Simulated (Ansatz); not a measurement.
# Ligand exchange: CHClF2 + GeH2(GeH3)(OH) → CH2F2O + GeH2(GeH3)Cl

Species: CHClF2 (difluorochloromethane) `FC(F)Cl`, singlet; GeH2(GeH3)(OH), singlet; CH2F2O `OC(F)F`, singlet; GeH2(GeH3)Cl, singlet. The partners trade Cl for OH: C–Cl and Ge–OH bonds give way to C–OH and Ge–Cl.

Shapes, held fixed at every level: PBE0-D4/def2-TZVP. Flexible molecules stand in one conformer, not always the lowest. Programs: Ansatz 0.2.0. The zero-point and thermal change to 298 K, harmonic and unscaled (PBE0-D4/def2-TZVP), is +4.3 kJ/mol.

```
                level                    kind  ΔH(298 K) (kJ/mol)  less CCSD(T)/def2-TZVPP
  B3LYP-D4/def2-TZVPP           global hybrid               -92.7                     +0.5
  BHLYP-D4/def2-TZVPP           global hybrid              -103.5                    -10.3
   PBE0-D4/def2-TZVPP           global hybrid               -97.6                     -4.4
r2SCAN0-D4/def2-TZVPP           global hybrid              -100.1                     -6.9
   wB97M-V/def2-TZVPP  range-separated hybrid               -95.5                     -2.3
   wB97X-V/def2-TZVPP  range-separated hybrid               -95.1                     -1.9
        CCSD/def2-SVP   coupled cluster or CI              -112.6                    -19.4
   CCSD(T)/def2-TZVPP   coupled cluster or CI               -93.2                      0.0
```

The highest level, CCSD(T)/def2-TZVPP, gives ΔH(298 K) = -93.2 kJ/mol; the levels span -112.6 to -92.7. The column of differences is taken from that level and isn't an error. No measured value is set beside it here. Relativity is left out for Ge unless named. Correlated rows may include outer-core shells of Ge, which these sets cover unevenly.

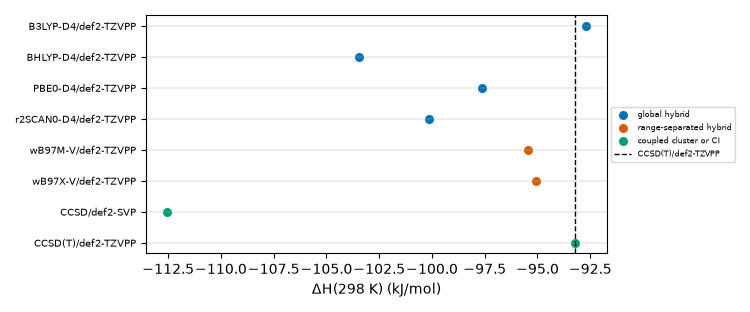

The values of the table, level by level.
